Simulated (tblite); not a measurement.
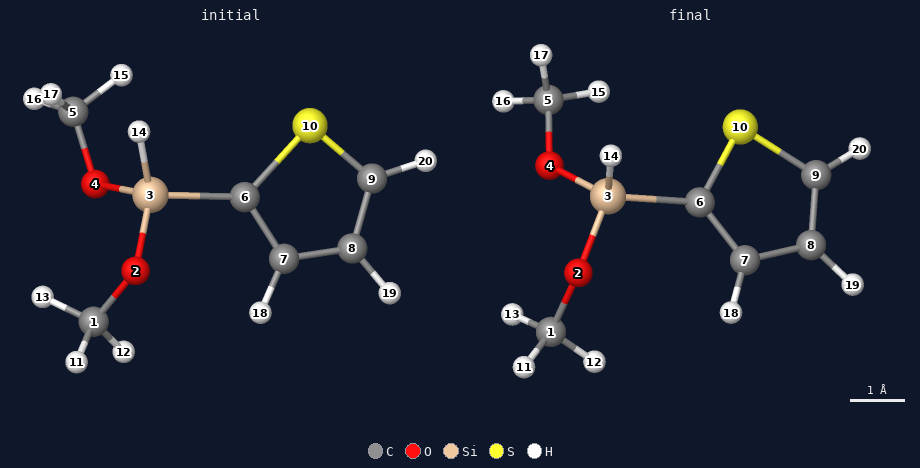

The structure of C$_{6}$H$_{10}$O$_{2}$SSi before (left) and after (right) a relaxation, at one scale.

A ball-and-stick model, seen at a tilt.

Level of theory: tblite 0.8.0, GFN2-xTB geometry optimisation, gas phase. 

**What changed between the two?**

H17 moves most after the best rigid fit: 0.99 Å. By element the largest moves are H 0.99 Å, O 0.70 Å, S 0.57 Å, C 0.37 Å, Si 0.31 Å. Among the contacts that change: C9–S10 1.552 → 1.718 Å, C6–S10 1.854 → 1.739 Å, Si3–O4 1.722 → 1.625 Å, O2–Si3 1.685 → 1.613 Å. Among the angles between lasting bonds that change: Si3–O4–C5 105.9° → 129.5°, C1–O2–Si3 114.5° → 130.4°, Si3–C6–S10 133.0° → 121.0°. Groups turn about Si3–O4 by about 45°, O2–Si3 by about 30°, Si3–C6 by about 30°. The energy falls by 1.634 eV in 124 geometry steps.
